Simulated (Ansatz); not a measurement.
**C₂H₆BClO: basis-set convergence**

How large a basis does C₂H₆BClO need? Two functionals are run in growing sets.

Method: one geometry, several basis sets; program: Ansatz 0.2.0, Gaussian basis.

The runs, in order: PBE0-D4/def2-SVP; ωB97M-V/def2-SVP; PBE0-D4/def2-QZVPP; ωB97M-V/def2-QZVPP; the functionals' def2-TZVPP values are taken from earlier runs.

## 1. Structure used throughout

All runs share one geometry, relaxed beforehand with PBE0-D4 in a triple-zeta def2 set.

SMILES `CCOBCl`, 11 atoms, charge 0, spin multiplicity 1.

Atoms are counted from 1 here; the program's logs count them from 0.

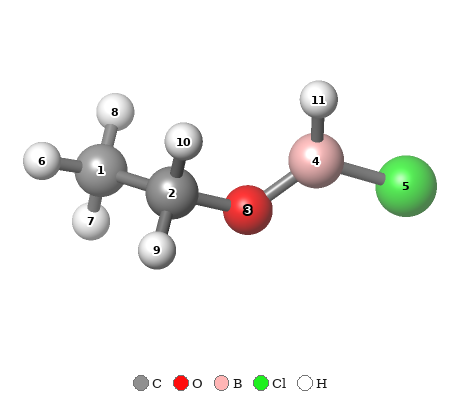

The structure; carbon grey, oxygen red, boron pink, chlorine green, hydrogen white; atoms are numbered from 1 in the order of the file.

Coordinates:

```xyz
11
C2H6BClO
C    -0.3273   -0.6398    1.3652
C    -0.3460    0.5091    0.3890
O     0.7964    0.4490   -0.4601
B     0.6859    0.2256   -1.7697
Cl    2.1550    0.1474   -2.7301
H    -1.1717   -0.5591    2.0536
H     0.5954   -0.6346    1.9480
H    -0.4000   -1.5961    0.8430
H    -0.2970    1.4662    0.9142
H    -1.2574    0.4982   -0.2176
H    -0.3680    0.0771   -2.3147
```

## 2. PBE0-D4 in def2-SVP

File in.yaml:

```yaml
crystal:
  periodic: [false, false, false]
  atoms:
    - {symbol: C, position_ang: [-0.327303, -0.639769, 1.365208]}
    - {symbol: C, position_ang: [-0.346009, 0.509080, 0.388975]}
    - {symbol: O, position_ang: [0.796392, 0.448989, -0.460097]}
    - {symbol: B, position_ang: [0.685875, 0.225562, -1.769729]}
    - {symbol: Cl, position_ang: [2.155035, 0.147432, -2.730094]}
    - {symbol: H, position_ang: [-1.171679, -0.559095, 2.053605]}
    - {symbol: H, position_ang: [0.595393, -0.634604, 1.947998]}
    - {symbol: H, position_ang: [-0.400025, -1.596104, 0.843002]}
    - {symbol: H, position_ang: [-0.297005, 1.466196, 0.914161]}
    - {symbol: H, position_ang: [-1.257366, 0.498226, -0.217616]}
    - {symbol: H, position_ang: [-0.368008, 0.077087, -2.314713]}
basis:
  gaussian: {orbitals: def2-SVP}
hamiltonian: {xc: pbe0, dispersion: d4}
output: {orbitals: {seedname: orbitals}}
```

Command:

```sh
$ ansatz run in.yaml --threads 4 --pin off --events-out ev --progress --plain --max-ram 10444MiB
```

Standard output:

```text
Functional definition: PBE0
  name "PBE0"
  cite "Adamo & Barone, J. Chem. Phys. 110, 6158 (1999) doi:10.1063/1.478522"
  cite "Perdew, Burke & Ernzerhof, Phys. Rev. Lett. 77, 3865 (1996) doi:10.1103/PhysRevLett.77.3865"
  parent pbe
  parameter a = 0.25
  parameter kappa = 0.804
  parameter beta = 0.06672455060314922
  exchange = (1 - a)*pbe_x(kappa = kappa, mu = beta*pi^2/3) + a*exact_x
  correlation = pbe_c(beta = beta)
1174 factors; their error is unknown
mean field evaluation 1: about -17397.9465 eV, gradient 4.6e1 eV
mean field evaluation 2: about -17394.2291 eV, gradient 6.4e1 eV
mean field evaluation 4: about -17402.7226 eV, gradient 2.5e0 eV
mean field evaluation 8: about -17402.7335 eV, gradient 3.7e-2 eV
mean field evaluation 16: about -17402.7763 eV, gradient 5.3e-5 eV
mean field -17402.77631761 eV, -639.5402336466 hartree, gradient 5.3e-5 eV, S^2 0.000000; 0 other end points of the search recorded, 0 dependent functions left out
reference -17402.77634386 eV, -639.5402346116 hartree; 24, 24 occupied and 80, 80 virtual orbitals, 1174 factors
Total energy: -17402.93789282 eV, -639.5461714262 hartree
```

It took 0.45 s on 4 threads of INTEL XEON PLATINUM 8581C at 2.30GHz, shared host.

## 3. ωB97M-V in def2-SVP

Changes to in.yaml since step 2:

```diff
@@ -16,3 +16,3 @@
   gaussian: {orbitals: def2-SVP}
-hamiltonian: {xc: pbe0, dispersion: d4}
+hamiltonian: {xc: {name: wB97M-V}}
 output: {orbitals: {seedname: orbitals}}
```

Same command.

Standard output, shortened:

```text
Functional definition: wB97M-V
  name "wB97M-V"
  cite "Mardirossian & Head-Gordon, J. Chem. Phys. 144, 214110 (2016) doi:10.1063/1.4952647"
  cite "Becke, J. Chem. Phys. 107, 8554 (1997) doi:10.1063/1.475007"
  cite "Vydrov & Van Voorhis, J. Chem. Phys. 133, 244103 (2010) doi:10.1063/1.3521275"
  # Of w^i u^j: cxij and so on, Table III.
[...]
  gx(w, u) = 1 - cx + cx01*u + cx10*w
  gss(w, u) = css00 + css04*u^4 + css10*w + css20*w^2 + css43*w^4*u^3
  gos(w, u) = cos00 + cos10*w + (cos20 + cos21*u)*w^2 + (cos60 + cos61*u)*w^6
[...]
      + integral(e_c_pw_mod_opposite_spin*gos(b97_w_opposite, b97_u_opposite)) + vv10(b, c)
1167 factors; their error is unknown
278 factors; integrals over basis functions are off by at most 1.4e-5 eV
[...]
mean field -17409.73060425 eV, -639.7957989669 hartree, gradient 1.4e-5 eV, S^2 0.000000; 0 other end points of the search recorded, 0 dependent functions left out
reference -17409.73064462 eV, -639.7958004505 hartree; 24, 24 occupied and 80, 80 virtual orbitals, 1167 factors
Total energy: -17409.73064462 eV, -639.7958004505 hartree
```

Wall time 1.4 s (4 threads of INTEL XEON PLATINUM 8581C at 2.30GHz, shared host); peak memory 0.32 GiB.

## 4. PBE0-D4 in def2-QZVPP

Changes to in.yaml since step 3:

```diff
@@ -15,4 +15,4 @@
 basis:
-  gaussian: {orbitals: def2-SVP}
-hamiltonian: {xc: {name: wB97M-V}}
+  gaussian: {orbitals: "def2-QZVPP.json"}
+hamiltonian: {xc: pbe0, dispersion: d4}
 output: {orbitals: {seedname: orbitals}}
```

Same command.

Standard output:

```text
Functional definition: PBE0
  name "PBE0"
  cite "Adamo & Barone, J. Chem. Phys. 110, 6158 (1999) doi:10.1063/1.478522"
  cite "Perdew, Burke & Ernzerhof, Phys. Rev. Lett. 77, 3865 (1996) doi:10.1103/PhysRevLett.77.3865"
  parent pbe
  parameter a = 0.25
  parameter kappa = 0.804
  parameter beta = 0.06672455060314922
  exchange = (1 - a)*pbe_x(kappa = kappa, mu = beta*pi^2/3) + a*exact_x
  correlation = pbe_c(beta = beta)
1467 factors; their error is unknown
mean field evaluation 1: about -17405.4640 eV, gradient 6.1e1 eV
mean field evaluation 2: about -17397.8991 eV, gradient 8.6e1 eV
mean field evaluation 4: about -17413.1317 eV, gradient 4.3e0 eV
mean field evaluation 8: about -17413.1646 eV, gradient 7.5e-2 eV
mean field evaluation 16: about -17413.1765 eV, gradient 3.1e-5 eV
mean field -17413.17648045 eV, -639.9224325815 hartree, gradient 3.1e-5 eV, S^2 0.000000; 0 other end points of the search recorded, 0 dependent functions left out
reference -17413.17652019 eV, -639.9224340420 hartree; 24, 24 occupied and 454, 454 virtual orbitals, 1467 factors
Total energy: -17413.33806914 eV, -639.9283708566 hartree
```

Wall time 3.8 s (4 threads of INTEL XEON PLATINUM 8581C at 2.30GHz, shared host); peak memory 1.6 GiB.

## 5. ωB97M-V in def2-QZVPP

Changes to in.yaml since step 4:

```diff
@@ -16,3 +16,3 @@
   gaussian: {orbitals: "def2-QZVPP.json"}
-hamiltonian: {xc: pbe0, dispersion: d4}
+hamiltonian: {xc: {name: wB97M-V}}
 output: {orbitals: {seedname: orbitals}}
```

Same command.

Standard output, shortened:

```text
Functional definition: wB97M-V
  name "wB97M-V"
  cite "Mardirossian & Head-Gordon, J. Chem. Phys. 144, 214110 (2016) doi:10.1063/1.4952647"
  cite "Becke, J. Chem. Phys. 107, 8554 (1997) doi:10.1063/1.475007"
  cite "Vydrov & Van Voorhis, J. Chem. Phys. 133, 244103 (2010) doi:10.1063/1.3521275"
  # Of w^i u^j: cxij and so on, Table III.
[...]
  gx(w, u) = 1 - cx + cx01*u + cx10*w
  gss(w, u) = css00 + css04*u^4 + css10*w + css20*w^2 + css43*w^4*u^3
  gos(w, u) = cos00 + cos10*w + (cos20 + cos21*u)*w^2 + (cos60 + cos61*u)*w^6
[...]
      + integral(e_c_pw_mod_opposite_spin*gos(b97_w_opposite, b97_u_opposite)) + vv10(b, c)
1451 factors; their error is unknown
374 factors; integrals over basis functions are off by at most 1.6e-5 eV
[...]
mean field -17420.29921545 eV, -640.1841882648 hartree, gradient 3.0e-5 eV, S^2 0.000000; 0 other end points of the search recorded, 0 dependent functions left out
reference -17420.29927771 eV, -640.1841905529 hartree; 24, 24 occupied and 454, 454 virtual orbitals, 1451 factors
Total energy: -17420.29927771 eV, -640.1841905529 hartree
```

Wall time 7 s (4 threads of INTEL XEON PLATINUM 8581C at 2.30GHz, shared host); peak memory 2 GiB.

## 6. Density functionals: the series

The def2-TZVPP values come from earlier runs at the same geometry.

| functional | basis | functions | energy (eV) | from the largest (eV) | HOMO (eV) | LUMO (eV) |
| --- | --- | --- | --- | --- | --- | --- |
| PBE0-D4 | def2-SVP | 104 | -17402.9379 | 10.400 | -8.54 | 0.04 |
| PBE0-D4 | def2-TZVPP | 250 | -17412.6886 | 0.649 | -8.72 | -0.26 |
| PBE0-D4 | def2-QZVPP | 478 | -17413.3381 | 0.000 | -8.75 | -0.35 |
| ωB97M-V | def2-SVP | 104 | -17409.7306 | 10.569 | -10.80 | 2.15 |
| ωB97M-V | def2-TZVPP | 250 | -17419.6772 | 0.622 | -11.03 | 1.67 |
| ωB97M-V | def2-QZVPP | 478 | -17420.2993 | 0.000 | -11.06 | 1.40 |

## 7. Results

```
                                       quantity           value
PBE0-D4: double and triple zeta above quadruple  10.40, 0.65 eV
ωB97M-V: double and triple zeta above quadruple  10.57, 0.62 eV
```

What this shows: For PBE0-D4 the step from double to triple zeta gains 9.75 eV and the next only 0.65 eV. These are total energies; as a rule much of such shifts cancels in differences, which this series doesn't test. The LUMO of ωB97M-V is positive and keeps falling with the basis (2.15 to 1.40 eV): an unbound level that the basis holds in place.

For PBE0-D4 the largest set took about 8 times as long as the smallest (3.8 s against 0.45 s).
